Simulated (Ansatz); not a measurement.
**CH4ClFO2Si: small, medium and large basis sets**

Aim: see how fast density functionals converge with the basis set for CH4ClFO2Si.

Program: Ansatz 0.2.0, Gaussian basis. Level of theory: one geometry, several basis sets. These are calculated values, not measurements.

Plan: PBE0-D4/def2-SVP; ωB97M-V/def2-SVP; PBE0-D4/def2-QZVPP; ωB97M-V/def2-QZVPP; the functionals' def2-TZVPP values are taken from earlier runs.

## Step 1: The geometry

An earlier PBE0-D4 in a triple-zeta def2 set relaxation fixed the geometry.

10 atoms, charge 0, spin multiplicity 1.

Atoms are counted from 1 here; the program's logs count them from 0.

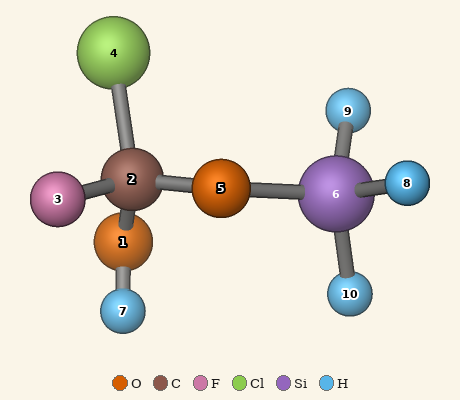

The structure; oxygen orange, carbon brown, fluorine pink, chlorine green, silicon purple, hydrogen blue; atoms are numbered from 1 in the order of the file.

## Step 2: PBE0-D4 in def2-SVP

File in.yaml:

```yaml
crystal:
  periodic: [false, false, false]
  atoms:
    - {symbol: O, position_ang: [0.386768, -1.025643, -1.302321]}
    - {symbol: C, position_ang: [-0.763000, -0.564099, -0.728997]}
    - {symbol: F, position_ang: [-1.689435, -1.545204, -0.691403]}
    - {symbol: Cl, position_ang: [-1.379654, 0.721900, -1.807229]}
    - {symbol: O, position_ang: [-0.612873, -0.121521, 0.536652]}
    - {symbol: Si, position_ang: [0.623129, 0.873053, 1.071461]}
    - {symbol: H, position_ang: [0.661564, -1.810651, -0.810245]}
    - {symbol: H, position_ang: [0.194774, 1.273258, 2.427560]}
    - {symbol: H, position_ang: [0.770062, 2.040616, 0.174383]}
    - {symbol: H, position_ang: [1.891565, 0.107190, 1.133141]}
basis:
  gaussian: {orbitals: def2-SVP}
hamiltonian: {xc: pbe0, dispersion: d4}
output: {orbitals: {seedname: orbitals}}
```

On the command line:

```sh
> ansatz run in.yaml --threads 4 --pin off --events-out ev --progress --plain --max-ram 10444MiB
```

The log of the run:

```text
Functional definition: PBE0
  name "PBE0"
  cite "Adamo & Barone, J. Chem. Phys. 110, 6158 (1999) doi:10.1063/1.478522"
  cite "Perdew, Burke & Ernzerhof, Phys. Rev. Lett. 77, 3865 (1996) doi:10.1103/PhysRevLett.77.3865"
  parent pbe
  parameter a = 0.25
  parameter kappa = 0.804
  parameter beta = 0.06672455060314922
  exchange = (1 - a)*pbe_x(kappa = kappa, mu = beta*pi^2/3) + a*exact_x
  correlation = pbe_c(beta = beta)
1067 factors; integrals over basis functions are off by at most 1.3e-3 eV
mean field evaluation 1: about -28281.2574 eV, gradient 5.4e1 eV
mean field evaluation 2: about -28277.1280 eV, gradient 7.3e1 eV
mean field evaluation 4: about -28285.9622 eV, gradient 2.6e0 eV
mean field evaluation 8: about -28286.1964 eV, gradient 3.4e-1 eV
mean field evaluation 16: about -28286.1967 eV, gradient 6.7e-5 eV
mean field -28286.19665362 eV, -1039.4985539479 hartree, gradient 6.7e-5 eV, S^2 0.000000; 0 other end points of the search recorded, 0 dependent functions left out
reference -28286.19667665 eV, -1039.4985547940 hartree; 33, 33 occupied and 79, 79 virtual orbitals, 1067 factors
Total energy: -28286.40561442 eV, -1039.5062331157 hartree
```

It took 0.5 s on 4 threads of AMD EPYC 9R45, shared host; peak memory 0.25 GiB.

## Step 3: ωB97M-V in def2-SVP

in.yaml, as its differences from that of step 2:

```diff
@@ -15,3 +15,3 @@
   gaussian: {orbitals: def2-SVP}
-hamiltonian: {xc: pbe0, dispersion: d4}
+hamiltonian: {xc: {name: wB97M-V}}
 output: {orbitals: {seedname: orbitals}}
```

Launched as before.

The log of the run, shortened:

```text
Functional definition: wB97M-V
  name "wB97M-V"
  cite "Mardirossian & Head-Gordon, J. Chem. Phys. 144, 214110 (2016) doi:10.1063/1.4952647"
  cite "Becke, J. Chem. Phys. 107, 8554 (1997) doi:10.1063/1.475007"
  cite "Vydrov & Van Voorhis, J. Chem. Phys. 133, 244103 (2010) doi:10.1063/1.3521275"
  # Of w^i u^j: cxij and so on, Table III.
[...]
  gx(w, u) = 1 - cx + cx01*u + cx10*w
  gss(w, u) = css00 + css04*u^4 + css10*w + css20*w^2 + css43*w^4*u^3
  gos(w, u) = cos00 + cos10*w + (cos20 + cos21*u)*w^2 + (cos60 + cos61*u)*w^6
[...]
      + integral(e_c_pw_mod_opposite_spin*gos(b97_w_opposite, b97_u_opposite)) + vv10(b, c)
1067 factors; integrals over basis functions are off by at most 1.3e-3 eV
279 factors; integrals over basis functions are off by at most 4.8e-6 eV
[...]
mean field -28298.31159256 eV, -1039.9437697421 hartree, gradient 3.0e-5 eV, S^2 0.000000; 0 other end points of the search recorded, 0 dependent functions left out
reference -28298.31162859 eV, -1039.9437710663 hartree; 33, 33 occupied and 79, 79 virtual orbitals, 1067 factors
Total energy: -28298.31162859 eV, -1039.9437710663 hartree
```

It took 1.8 s on 4 threads of AMD EPYC 9R45, shared host; peak memory 0.37 GiB.

## Step 4: PBE0-D4 in def2-QZVPP

in.yaml, as its differences from that of step 3:

```diff
@@ -14,4 +14,4 @@
 basis:
-  gaussian: {orbitals: def2-SVP}
-hamiltonian: {xc: {name: wB97M-V}}
+  gaussian: {orbitals: "def2-QZVPP.json"}
+hamiltonian: {xc: pbe0, dispersion: d4}
 output: {orbitals: {seedname: orbitals}}
```

Same command.

The log of the run:

```text
Functional definition: PBE0
  name "PBE0"
  cite "Adamo & Barone, J. Chem. Phys. 110, 6158 (1999) doi:10.1063/1.478522"
  cite "Perdew, Burke & Ernzerhof, Phys. Rev. Lett. 77, 3865 (1996) doi:10.1103/PhysRevLett.77.3865"
  parent pbe
  parameter a = 0.25
  parameter kappa = 0.804
  parameter beta = 0.06672455060314922
  exchange = (1 - a)*pbe_x(kappa = kappa, mu = beta*pi^2/3) + a*exact_x
  correlation = pbe_c(beta = beta)
1713 factors; their error is unknown
mean field evaluation 1: about -28298.1616 eV, gradient 6.3e1 eV
mean field evaluation 2: about -28291.7495 eV, gradient 8.8e1 eV
mean field evaluation 4: about -28303.8436 eV, gradient 4.4e0 eV
mean field evaluation 8: about -28303.8707 eV, gradient 7.5e-2 eV
mean field evaluation 16: about -28303.8909 eV, gradient 1.2e-4 eV
mean field -28303.89090700 eV, -1040.1488057661 hartree, gradient 3.9e-5 eV, S^2 0.000000; 0 other end points of the search recorded, 0 dependent functions left out
reference -28303.89094326 eV, -1040.1488070986 hartree; 33, 33 occupied and 455, 455 virtual orbitals, 1713 factors
Total energy: -28304.09988104 eV, -1040.1564854202 hartree
```

It took 3.5 s on 4 threads of AMD EPYC 9R45, shared host; peak memory 2.1 GiB.

## Step 5: ωB97M-V in def2-QZVPP

in.yaml, as its differences from that of step 4:

```diff
@@ -15,3 +15,3 @@
   gaussian: {orbitals: "def2-QZVPP.json"}
-hamiltonian: {xc: pbe0, dispersion: d4}
+hamiltonian: {xc: {name: wB97M-V}}
 output: {orbitals: {seedname: orbitals}}
```

Launched as before.

The log of the run, shortened:

```text
Functional definition: wB97M-V
  name "wB97M-V"
  cite "Mardirossian & Head-Gordon, J. Chem. Phys. 144, 214110 (2016) doi:10.1063/1.4952647"
  cite "Becke, J. Chem. Phys. 107, 8554 (1997) doi:10.1063/1.475007"
  cite "Vydrov & Van Voorhis, J. Chem. Phys. 133, 244103 (2010) doi:10.1063/1.3521275"
  # Of w^i u^j: cxij and so on, Table III.
[...]
  gx(w, u) = 1 - cx + cx01*u + cx10*w
  gss(w, u) = css00 + css04*u^4 + css10*w + css20*w^2 + css43*w^4*u^3
  gos(w, u) = cos00 + cos10*w + (cos20 + cos21*u)*w^2 + (cos60 + cos61*u)*w^6
[...]
      + integral(e_c_pw_mod_opposite_spin*gos(b97_w_opposite, b97_u_opposite)) + vv10(b, c)
1677 factors; their error is unknown
355 factors; integrals over basis functions are off by at most 2.5e-5 eV
[...]
mean field -28316.10757517 eV, -1040.5977600403 hartree, gradient 2.3e-5 eV, S^2 0.000000; 0 other end points of the search recorded, 0 dependent functions left out
reference -28316.10763470 eV, -1040.5977622281 hartree; 33, 33 occupied and 455, 455 virtual orbitals, 1677 factors
Total energy: -28316.10763470 eV, -1040.5977622281 hartree
```

Wall time 7 s (4 threads of AMD EPYC 9R45, shared host); peak memory 2.4 GiB.

## Step 6: Functionals by basis

The def2-TZVPP values come from earlier runs at the same geometry.

| functional | basis | functions | energy (eV) | from the largest (eV) | HOMO (eV) | LUMO (eV) |
| --- | --- | --- | --- | --- | --- | --- |
| PBE0-D4 | def2-SVP | 112 | -28286.4056 | 17.694 | -8.80 | 0.38 |
| PBE0-D4 | def2-TZVPP | 264 | -28303.0427 | 1.057 | -8.97 | -0.11 |
| PBE0-D4 | def2-QZVPP | 488 | -28304.0999 | 0.000 | -9.01 | -0.28 |
| ωB97M-V | def2-SVP | 112 | -28298.3116 | 17.796 | -11.12 | 2.29 |
| ωB97M-V | def2-TZVPP | 264 | -28315.1154 | 0.992 | -11.33 | 1.54 |
| ωB97M-V | def2-QZVPP | 488 | -28316.1076 | 0.000 | -11.37 | 1.12 |

## Step 7: Results

```
                                       quantity           value
PBE0-D4: double and triple zeta above quadruple  17.69, 1.06 eV
ωB97M-V: double and triple zeta above quadruple  17.80, 0.99 eV
```

**Reading.** PBE0-D4 gains 16.64 eV from double to triple zeta, then 1.06 eV more. Total energies overstate the basis error of differences, where much of it tends to cancel. The LUMO of ωB97M-V is positive and keeps falling with the basis (2.29 to 1.12 eV): an unbound level that the basis holds in place.

For PBE0-D4 the largest set took about 7 times as long as the smallest (3.5 s against 0.5 s).
